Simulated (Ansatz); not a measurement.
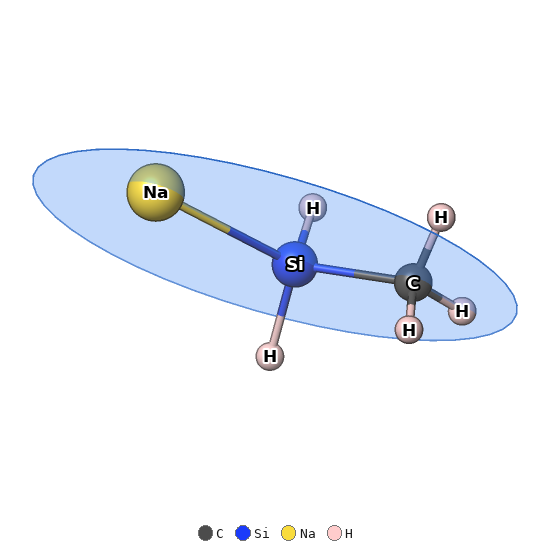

All proper rotation axes (lines) and mirror planes (discs) of the structure are drawn in. Depth is shown by fading: the farther an atom, the more it takes the colour of the background. Computed geometry: PBE0-D4/def2-TZVP optimisation. No frequency run is at hand to confirm it as a minimum.

**Name the symmetry elements and the point group.**

It has 1 mirror plane. Point group Cs. The group has 2 operations. The geometry is achiral, and symmetry allows a dipole moment.
